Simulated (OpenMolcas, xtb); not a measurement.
SnGeH6 (SMILES [GeH3][SnH3]): the electronic atomisation energy, rung by rung

The species is SnGeH6 (8 atoms), meant as a singlet with charge 0. As SMILES, `[GeH3][SnH3]`. The coordinates come from a PBE0-D4/def2-TZVP relaxation.

| atom | x (Å) | y (Å) | z (Å) |
| --- | --- | --- | --- |
| Ge | -0.7541 | 0.2858 | -1.0413 |
| Sn | 0.7515 | -0.2903 | 0.9923 |
| H | -1.8308 | 1.3073 | -0.6395 |
| H | -1.4534 | -0.9786 | -1.5670 |
| H | 0.0875 | 0.8865 | -2.1793 |
| H | -0.1876 | -0.9328 | 2.2652 |
| H | 1.9310 | -1.4442 | 0.5538 |
| H | 1.5479 | 1.1091 | 1.5601 |

Quantity: the electronic atomisation energy, in eV. The values are calculated. Electronic energies at fixed atoms, without zero-point motion or spin-orbit coupling.

```
                            level                   kind     program  value (eV)  less CCSD(T)/def2-SVP  CPU time (all runs)
                         GFN1-xTB         semi-empirical         xtb       30.66                 +12.13            under 2 s
     HF/def2-SVP (core potential)           Hartree–Fock  OpenMolcas       14.31                  -4.22                 14 s
  SVWN5/def2-SVP (core potential)                    LDA  OpenMolcas       21.89                  +3.36                 29 s
   BLYP/def2-SVP (core potential)                    GGA  OpenMolcas       18.78                  +0.25                 39 s
 r2SCAN/def2-SVP (core potential)               meta-GGA  OpenMolcas       19.48                  +0.95                 71 s
 M06-2X/def2-SVP (core potential)        hybrid meta-GGA  OpenMolcas       18.61                  +0.08                 42 s
   PBE0/def2-SVP (core potential)          global hybrid  OpenMolcas       19.08                  +0.55                 34 s
CCSD(T)/def2-SVP (core potential)  coupled cluster or CI  OpenMolcas       18.53                   0.00                 68 s
```

CCSD(T)/def2-SVP (core potential) is the highest level here, not the true value. The values span 14.31 to 30.66 eV. GFN1-xTB: no spin polarisation, so open shells miss the exchange term that lowers them. In the correlated wave-function rows the outer d shell of Ge, Sn is correlated, in sets not made for it. CPU times are rough (shared hosts, several kinds of processor and program).

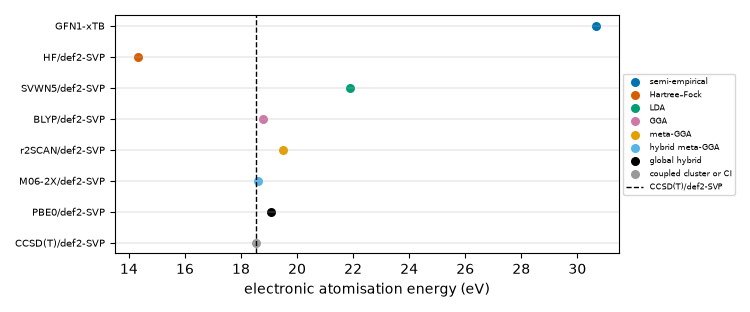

The values of the table, level by level.
